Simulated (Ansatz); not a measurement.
## Electronic structure of BH₆Si₂ (doublet) in real space

```csv
atom,x (Å),y (Å),z (Å)
B,0.6212,-0.7901,0.1002
Si,0.3745,0.9907,1.0063
Si,0.0738,-1.0856,-1.7331
H,0.2107,-2.3673,-2.5025
H,-0.2622,2.0326,0.1269
H,1.1234,-1.7194,0.6962
H,1.7000,1.5405,1.4702
H,-0.4889,0.8483,2.2345
H,-0.5601,-0.0352,-2.5949
```

Geometry: BLYP-D3(BJ)/def2-SVP.

Level of theory: isolated molecule in a Gaussian basis; Kohn-Sham density functional theory, functional PBE0 (Ansatz 0.2.0).

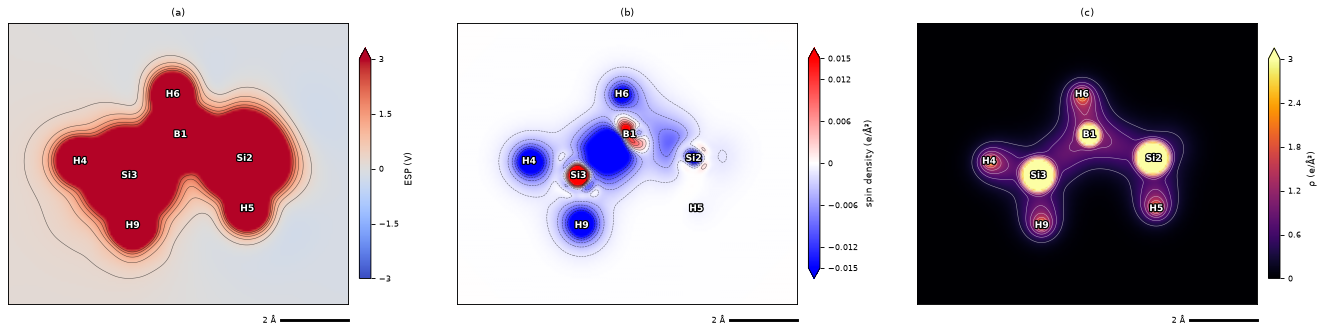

Figure 1. (a) molecular electrostatic potential; (b) spin density; (c) total electron density on the plane of atoms H4, Si3 and H9.

### What does the map show?

The section cuts through B, Si and H sites. Si–B (1.94 Å): ρ is about 0.84 e/Å³ halfway. B–H (1.21 Å): ρ is about 1.2 e/Å³ halfway. Si–B (2.01 Å): ρ is about 0.78 e/Å³ halfway. Si–H (1.50 Å): ρ is about 0.8 e/Å³ halfway. The unpaired spin (1 electron) lies mostly on Si3 (about 0.6) and B1 (about 0.3), in electrons by Hirshfeld's partition. The potential has no marked negative region in this plane.

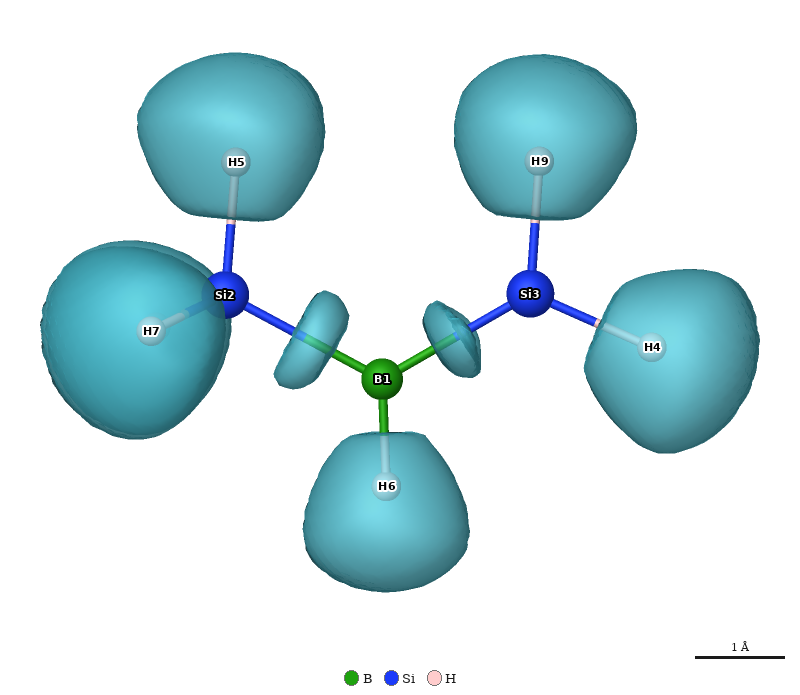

Figure 2. Isosurface of the ELF at 0.9 (cyan), seen at a tilt. Core shells and regions of very low density are left out.

### Identify the bonds, lone pairs and shells in this picture.

The ELF exceeds this value in two regions between bonded B–Si atoms (shared pairs) and six regions around hydrogen nuclei. Along the contacts the grid gives the following. Si–B (1.94 Å): the ELF peaks at about 0.95 between the atoms (a shared electron pair). B–H (1.21 Å): the ELF climbs to about 1 towards the hydrogen, as it does in any bond to H; an ordinary covalent bond to hydrogen.

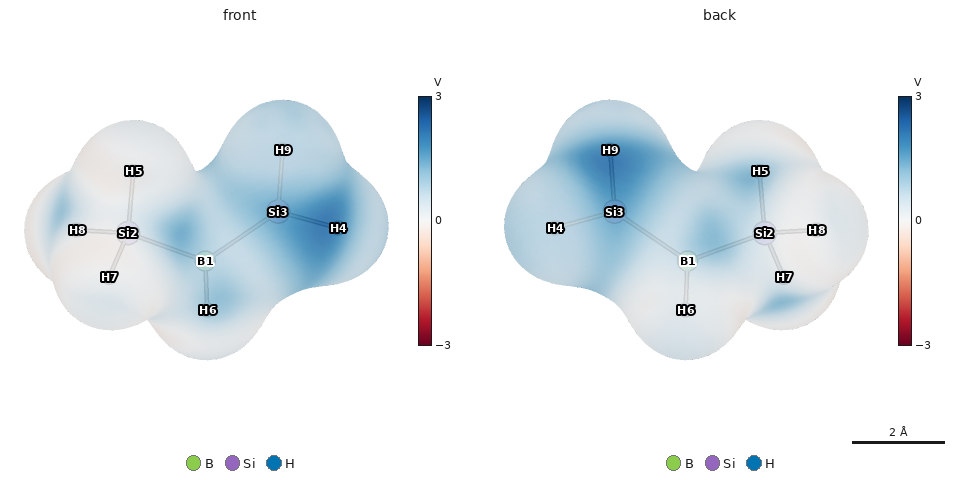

Figure 3. The molecular electrostatic potential painted on the density surface at 0.004 e/bohr³, seen from the front and from behind; the colour scale runs from red (negative) to blue (positive).

### Which sites attract a positive test charge, and which a negative one?

A positive charge is drawn to the negative regions and a negative charge to the positive ones. The most negative region (about −0.1 V) lies over H5, H6, H7 and H8, the most positive (about +2.1 V, or +48 kcal/mol for a unit charge) over Si3.
